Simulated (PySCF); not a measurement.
Consider C$_{3}$H$_{11}$NO$_{2}$Si$_{3}$ (SMILES C/C(C=O)=N\[SiH2][SiH2]O[SiH3]).

```
atom    x (Å)    y (Å)    z (Å)
   C   1.8544  -1.2255   0.1872
   C   1.4845   0.2234   0.1982
   C   1.6916   0.9642   1.4663
   O   2.1565   0.4924   2.4732
   N   1.0131   0.8801  -0.7766
  Si   0.3434   0.4981  -2.2934
  Si  -1.8821   0.0868  -1.8027
   O  -2.0085  -0.2235  -0.2167
  Si  -2.0380  -0.0519   1.3956
   H   2.5091  -1.4513   1.0257
   H   2.3342  -1.4845  -0.7541
   H   0.9461  -1.8208   0.2821
   H   1.3810   2.0220   1.4028
   H   0.6050   1.7206  -3.0542
   H   0.9385  -0.6293  -3.0371
   H  -2.7815   1.2050  -2.0966
   H  -2.4078  -1.1333  -2.4231
   H  -1.1633  -1.1043   1.9062
   H  -1.5494   1.2850   1.7211
   H  -3.4320  -0.2425   1.7894
```

Geometry: GFN2-xTB.

All numbers below come from PBE0/pcSseg-1, SCF density, gas phase, non-relativistic (PySCF).

**What can the converged electron density and electron localisation function tell about the bonding?**

C–O (1.21 Å): the density is about 3.3 e/Å³ at the midpoint; the ELF peaks at about 0.85 between the atoms: a short, multiple covalent bond.
C–N (1.27 Å): the density is about 2.8 e/Å³ at the midpoint; the ELF peaks at about 0.90 between the atoms (a short, multiple covalent bond).
C–C (1.48 Å): ρ is about 1.9 e/Å³ halfway; the ELF peaks at about 0.95 between the atoms, as expected for a covalent bond.

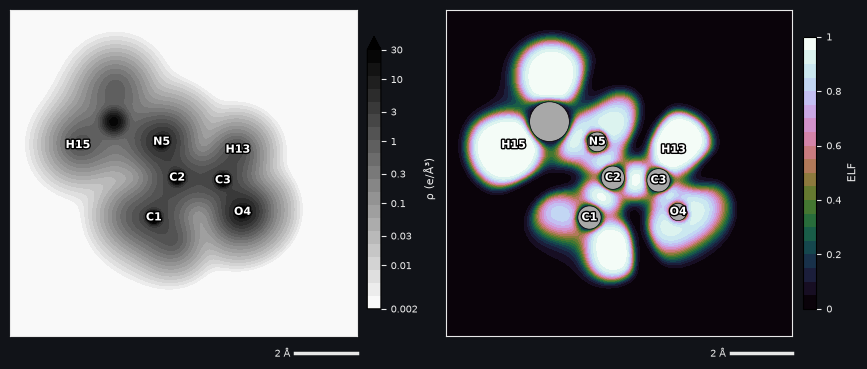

Computed electron density and electron localisation function on the plane of atoms C3, C2 and N5, in this order. Grey discs cover the atomic cores in the ELF map. 
